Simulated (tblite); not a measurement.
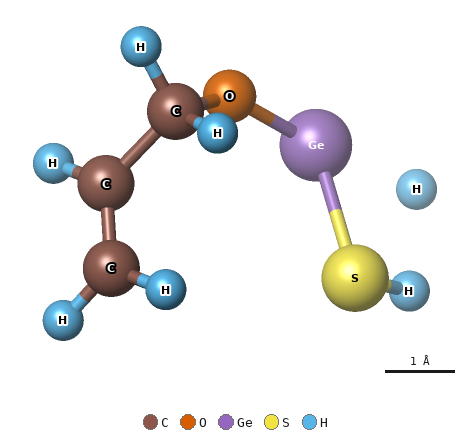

Fig. 1: The structure as given in the input (ball-and-stick view, seen at a tilt). Sticks mark near contacts. Bond lengths as drawn: C–C 1.32 to 1.50 Å, C–H 1.08 to 1.11 Å, C–O 1.39 Å, Ge–O 1.89 Å, Ge–S 2.31 Å and H–S 1.32 Å.

# Run report: C3H7GeOS (charge −1), saddle-point search

System: C3H7GeOS, charge −1.
Method: GFN2-xTB saddle search (eigenvector following) and harmonic vibrations, gas phase (tblite 0.8.0).

The input:
```
{"job": {"xc": "GFN2-xTB", "basis": "xTB", "kind": "saddle"}, "charge": -1, "multiplicity": 1}
C      1.717494     1.138704    -0.025533
C      1.612383    -0.144793     0.261616
C      0.609516    -0.702345     1.225959
O     -0.416614    -1.322460     0.523216
Ge    -1.857245    -1.119937    -0.685788
S     -2.041133     1.184399    -0.722264
H      1.101829     1.872105     0.467592
H      2.393871     1.506345    -0.781809
H      2.188844    -0.886895    -0.278014
H      0.213924     0.107856     1.856034
H      1.089168    -1.452479     1.881163
H     -3.589868    -1.136041    -2.153871
H     -3.022169     0.955540    -1.568302
```

The first line tells a small driver script what to run in tblite; the rest is the geometry in Å.

Hardware: 1 CPU thread, shared host.

Launch command:
```bash
OMP_NUM_THREADS=1 python <driver script> task.json out
```

What the program printed:
```
step      E/eV     max force
  0    -529.99367   0.0470
  1    -529.99717   0.0256
  2    -529.99875   0.1438
  3    -529.99799   0.0110
  4    -529.99904   0.0240
  5    -529.99994   0.0601
  6    -529.99940   0.0120
  7    -529.99980   0.0168
  8    -530.00017   0.0203
  9    -530.00052   0.0215
 10    -530.00086   0.0215
 11    -530.00125   0.0149
 12    -530.00174   0.0297
 13    -530.00221   0.0368
 14    -530.00283   0.0126
 15    -530.00362   0.0245
 16    -530.00443   0.0181
 17    -530.00546   0.0367
 18    -530.00663   0.0593
 19    -530.00756   0.0477
 20    -530.00771   0.2459
 21    -530.00829   0.0049
 22    -530.00887   0.0214
 23    -530.00854   0.0030
lowest wavenumbers (cm-1): -153.2 13.8 41.7 64.3 110.2 210.1
```

Trajectory as extended XYZ (Å, eV, eV/Å), 12 frames, from step=0 to step=23:
```
13
Properties=species:S:1:pos:R:3:forces:R:3 step=0 energy=-529.99367
C     1.7175    1.1387   -0.0255   -0.0040  -0.0010  -0.0050
C     1.6124   -0.1448    0.2616    0.0070   0.0000   0.0060
C     0.6095   -0.7023    1.2260   -0.0070  -0.0160  -0.0060
O    -0.4166   -1.3225    0.5232    0.0010   0.0110  -0.0250
Ge   -1.8572   -1.1199   -0.6858   -0.0260   0.0040   0.0390
S    -2.0411    1.1844   -0.7223    0.0070  -0.0040  -0.0120
H     1.1018    1.8721    0.4676    0.0200   0.0160   0.0050
H     2.3939    1.5063   -0.7818    0.0020   0.0100   0.0010
H     2.1888   -0.8869   -0.2780    0.0150   0.0000   0.0080
H     0.2139    0.1079    1.8560   -0.0140  -0.0090  -0.0190
H     1.0892   -1.4525    1.8812    0.0090  -0.0030   0.0130
H    -3.5899   -1.1360   -2.1539   -0.0020   0.0020  -0.0110
H    -3.0222    0.9555   -1.5683   -0.0080  -0.0090   0.0050
13
Properties=species:S:1:pos:R:3:forces:R:3 step=2 energy=-529.99875
C     1.8324    1.1516    0.0278   -0.0170  -0.1280   0.0250
C     1.6463   -0.1360    0.2640    0.0140   0.1420  -0.0180
C     0.5876   -0.6772    1.1773    0.0020   0.0160  -0.0030
O    -0.4050   -1.3075    0.4364    0.0060   0.0040   0.0040
Ge   -1.8899   -1.1407   -0.7198   -0.0030   0.0070  -0.0020
S    -2.1350    1.1581   -0.7468    0.0020  -0.0050   0.0030
H     1.2448    1.9041    0.5278    0.0070  -0.0200  -0.0010
H     2.5592    1.5097   -0.6863   -0.0100  -0.0220   0.0150
H     2.2074   -0.8890   -0.2767    0.0030   0.0100  -0.0040
H     0.1607    0.1440    1.7716    0.0070  -0.0100  -0.0090
H     1.0329   -1.4161    1.8708   -0.0090   0.0120  -0.0120
H    -3.6925   -1.1994   -2.1026    0.0020  -0.0030   0.0010
H    -3.1489    0.8986   -1.5437   -0.0050  -0.0040   0.0010
13
Properties=species:S:1:pos:R:3:forces:R:3 step=4 energy=-529.99904
C     1.8292    1.1448    0.0157    0.0030  -0.0220   0.0020
C     1.6564   -0.1387    0.2717   -0.0010   0.0240   0.0000
C     0.5857   -0.6750    1.1739    0.0020   0.0040  -0.0020
O    -0.3958   -1.3109    0.4226    0.0070   0.0050   0.0050
Ge   -1.8820   -1.1390   -0.7302   -0.0020   0.0120   0.0000
S    -2.1494    1.1579   -0.7098   -0.0020  -0.0130   0.0010
H     1.2208    1.8966    0.4904    0.0050  -0.0010   0.0010
H     2.5651    1.4989   -0.6908   -0.0070  -0.0080   0.0110
H     2.2385   -0.8931   -0.2444   -0.0020   0.0010   0.0000
H     0.1496    0.1499    1.7561    0.0050  -0.0080  -0.0090
H     1.0211   -1.4088    1.8785   -0.0070   0.0090  -0.0090
H    -3.6788   -1.1865   -2.1214    0.0000  -0.0020   0.0000
H    -3.1604    0.9039   -1.5124   -0.0020  -0.0010   0.0010
13
Properties=species:S:1:pos:R:3:forces:R:3 step=6 energy=-529.99940
C     1.8409    1.1454    0.0217    0.0020  -0.0110   0.0020
C     1.6571   -0.1378    0.2698    0.0000   0.0120  -0.0010
C     0.5836   -0.6710    1.1700    0.0000   0.0020  -0.0010
O    -0.3965   -1.3078    0.4183    0.0020   0.0020   0.0010
Ge   -1.8848   -1.1407   -0.7325   -0.0010   0.0040  -0.0010
S    -2.1610    1.1542   -0.7094   -0.0020  -0.0050   0.0010
H     1.2398    1.8998    0.5018    0.0050  -0.0010   0.0010
H     2.5796    1.4972   -0.6826   -0.0010  -0.0030   0.0050
H     2.2325   -0.8941   -0.2512   -0.0010   0.0010   0.0000
H     0.1473    0.1555    1.7494    0.0020  -0.0020  -0.0040
H     1.0167   -1.4034    1.8771   -0.0030   0.0040  -0.0030
H    -3.6832   -1.1943   -2.1211    0.0000  -0.0010   0.0000
H    -3.1719    0.8970   -1.5112   -0.0020  -0.0010   0.0010
13
Properties=species:S:1:pos:R:3:forces:R:3 step=8 energy=-530.00017
C     1.8718    1.1476    0.0383   -0.0030  -0.0180   0.0070
C     1.6579   -0.1353    0.2639    0.0050   0.0190  -0.0050
C     0.5787   -0.6610    1.1612    0.0000   0.0020  -0.0010
O    -0.4001   -1.2990    0.4095    0.0000   0.0010  -0.0010
Ge   -1.8934   -1.1453   -0.7366    0.0000   0.0010  -0.0010
S    -2.1915    1.1468   -0.7130   -0.0030  -0.0020   0.0010
H     1.2921    1.9080    0.5354    0.0070  -0.0080  -0.0020
H     2.6164    1.4941   -0.6622    0.0020  -0.0020   0.0020
H     2.2130   -0.8957   -0.2730   -0.0030   0.0070   0.0030
H     0.1433    0.1690    1.7358    0.0000   0.0000  -0.0020
H     1.0079   -1.3914    1.8729   -0.0010   0.0020  -0.0010
H    -3.6945   -1.2175   -2.1197    0.0000  -0.0010   0.0000
H    -3.2017    0.8797   -1.5124   -0.0020  -0.0010   0.0010
13
Properties=species:S:1:pos:R:3:forces:R:3 step=10 energy=-530.00086
C     1.9030    1.1491    0.0551   -0.0040  -0.0190   0.0070
C     1.6591   -0.1323    0.2580    0.0050   0.0200  -0.0060
C     0.5741   -0.6507    1.1523    0.0000   0.0020  -0.0010
O    -0.4040   -1.2893    0.4007    0.0000   0.0000  -0.0010
Ge   -1.9024   -1.1494   -0.7405    0.0000   0.0010  -0.0010
S    -2.2233    1.1399   -0.7172   -0.0030  -0.0020   0.0010
H     1.3446    1.9142    0.5691    0.0060  -0.0080  -0.0030
H     2.6537    1.4903   -0.6414    0.0020  -0.0020   0.0020
H     2.1940   -0.8958   -0.2947   -0.0030   0.0070   0.0030
H     0.1399    0.1826    1.7230   -0.0010   0.0010  -0.0020
H     0.9994   -1.3796    1.8682   -0.0010   0.0010   0.0000
H    -3.7056   -1.2412   -2.1184    0.0000  -0.0010   0.0000
H    -3.2326    0.8622   -1.5142   -0.0020  -0.0010   0.0020
13
Properties=species:S:1:pos:R:3:forces:R:3 step=12 energy=-530.00174
C     1.9448    1.1489    0.0748   -0.0060  -0.0260   0.0070
C     1.6627   -0.1285    0.2519    0.0080   0.0280  -0.0060
C     0.5668   -0.6357    1.1392    0.0010   0.0030  -0.0010
O    -0.4067   -1.2776    0.3849    0.0000   0.0010  -0.0010
Ge   -1.9112   -1.1551   -0.7500    0.0000   0.0020  -0.0010
S    -2.2698    1.1290   -0.7117   -0.0030  -0.0030   0.0010
H     1.4103    1.9201    0.6053    0.0060  -0.0090  -0.0040
H     2.7061    1.4817   -0.6142    0.0000  -0.0030   0.0020
H     2.1754   -0.8962   -0.3157   -0.0020   0.0080   0.0040
H     0.1310    0.2033    1.7002    0.0000   0.0000  -0.0020
H     0.9843   -1.3602    1.8644   -0.0020   0.0020  -0.0010
H    -3.7168   -1.2691   -2.1218    0.0000  -0.0010   0.0000
H    -3.2768    0.8394   -1.5073   -0.0010  -0.0010   0.0020
13
Properties=species:S:1:pos:R:3:forces:R:3 step=14 energy=-530.00283
C     1.9964    1.1456    0.0960    0.0070  -0.0100  -0.0030
C     1.6725   -0.1247    0.2481   -0.0050   0.0100   0.0030
C     0.5576   -0.6157    1.1210    0.0030   0.0030  -0.0010
O    -0.4068   -1.2612    0.3587    0.0030   0.0020   0.0010
Ge   -1.9206   -1.1598   -0.7654   -0.0010   0.0080  -0.0010
S    -2.3363    1.1150   -0.6929   -0.0010  -0.0090   0.0020
H     1.4834    1.9233    0.6371   -0.0030   0.0070   0.0040
H     2.7747    1.4663   -0.5799   -0.0050  -0.0060   0.0060
H     2.1662   -0.8974   -0.3285    0.0040  -0.0070  -0.0030
H     0.1179    0.2315    1.6667    0.0020  -0.0030  -0.0040
H     0.9604   -1.3344    1.8608   -0.0040   0.0060  -0.0050
H    -3.7269   -1.2999   -2.1324    0.0010  -0.0010  -0.0010
H    -3.3386    0.8113   -1.4892   -0.0020  -0.0010   0.0020
13
Properties=species:S:1:pos:R:3:forces:R:3 step=16 energy=-530.00443
C     2.0460    1.1357    0.1017    0.0040   0.0050  -0.0020
C     1.6984   -0.1278    0.2589   -0.0040  -0.0050   0.0040
C     0.5430   -0.5907    1.0940    0.0050  -0.0010  -0.0030
O    -0.3903   -1.2502    0.3051    0.0070   0.0060   0.0060
Ge   -1.9127   -1.1614   -0.8070   -0.0040   0.0160   0.0000
S    -2.4234    1.0875   -0.6108    0.0010  -0.0180   0.0010
H     1.5221    1.9285    0.6105    0.0080  -0.0060  -0.0060
H     2.8566    1.4352   -0.5459   -0.0090  -0.0040   0.0110
H     2.2054   -0.9161   -0.2853   -0.0060   0.0060   0.0070
H     0.0845    0.2718    1.5991    0.0070  -0.0080  -0.0080
H     0.9094   -1.2927    1.8682   -0.0080   0.0100  -0.0110
H    -3.7216   -1.3043   -2.1712    0.0010  -0.0010   0.0000
H    -3.4175    0.7844   -1.4172   -0.0020  -0.0010   0.0010
13
Properties=species:S:1:pos:R:3:forces:R:3 step=18 energy=-530.00663
C     2.1338    1.1239    0.1294   -0.0020  -0.0590  -0.0060
C     1.7290   -0.1260    0.2661    0.0040   0.0580   0.0070
C     0.5246   -0.5498    1.0518    0.0150   0.0100  -0.0050
O    -0.3776   -1.2168    0.2343    0.0020   0.0030  -0.0010
Ge   -1.9155   -1.1597   -0.8575   -0.0040   0.0170  -0.0030
S    -2.5491    1.0433   -0.5365    0.0030  -0.0140   0.0030
H     1.6215    1.9350    0.6195   -0.0080   0.0140   0.0090
H     2.9842    1.3942   -0.4795   -0.0200  -0.0190   0.0160
H     2.2286   -0.9314   -0.2575    0.0090  -0.0150  -0.0100
H     0.0548    0.3309    1.5123    0.0050  -0.0020  -0.0030
H     0.8424   -1.2365    1.8604   -0.0040   0.0110  -0.0110
H    -3.7374   -1.3333   -2.2006    0.0010  -0.0030   0.0020
H    -3.5393    0.7261   -1.3422    0.0000  -0.0020   0.0000
13
Properties=species:S:1:pos:R:3:forces:R:3 step=20 energy=-530.00771
C     2.2257    1.1128    0.1725   -0.0790  -0.2180   0.0110
C     1.7482   -0.1189    0.2609    0.0910   0.2280  -0.0150
C     0.5093   -0.5048    1.0093    0.0060   0.0300  -0.0010
O    -0.3769   -1.1734    0.1778   -0.0140  -0.0130  -0.0220
Ge   -1.9305   -1.1579   -0.8925    0.0110  -0.0250  -0.0130
S    -2.6615    0.9968   -0.4988   -0.0150   0.0360   0.0130
H     1.7492    1.9381    0.6752   -0.0210  -0.0020   0.0140
H     3.1058    1.3538   -0.4045   -0.0050  -0.0310   0.0000
H     2.2163   -0.9363   -0.2725    0.0250  -0.0050  -0.0220
H     0.0419    0.3920    1.4385   -0.0140   0.0170   0.0100
H     0.7890   -1.1796    1.8401    0.0080  -0.0080   0.0210
H    -3.7653   -1.3789   -2.2103    0.0020  -0.0050   0.0030
H    -3.6513    0.6564   -1.2956    0.0050  -0.0030   0.0000
13
Properties=species:S:1:pos:R:3:forces:R:3 step=23 energy=-530.00854
C     2.2041    1.1098    0.1524    0.0010  -0.0020   0.0010
C     1.7545   -0.1254    0.2726    0.0010   0.0020   0.0000
C     0.5095   -0.5098    1.0123    0.0000   0.0010  -0.0010
O    -0.3659   -1.1832    0.1717    0.0000   0.0010  -0.0010
Ge   -1.9186   -1.1540   -0.8982    0.0000   0.0010  -0.0010
S    -2.6567    0.9933   -0.4562   -0.0020  -0.0020   0.0010
H     1.7002    1.9384    0.6230    0.0020   0.0000   0.0000
H     3.0869    1.3499   -0.4205    0.0010  -0.0010   0.0020
H     2.2488   -0.9478   -0.2304    0.0000   0.0000   0.0000
H     0.0344    0.3885    1.4311    0.0000   0.0010  -0.0010
H     0.7806   -1.1800    1.8504   -0.0010   0.0010  -0.0010
H    -3.7421   -1.3491   -2.2355    0.0000  -0.0010   0.0000
H    -3.6358    0.6695   -1.2727   -0.0020  -0.0010   0.0010
```

Key numbers:

```csv
quantity,value
outcome,converged
total energy,−530.0085 eV
point group,C1
wall time,5.8 s
peak memory,0.2 GiB
```
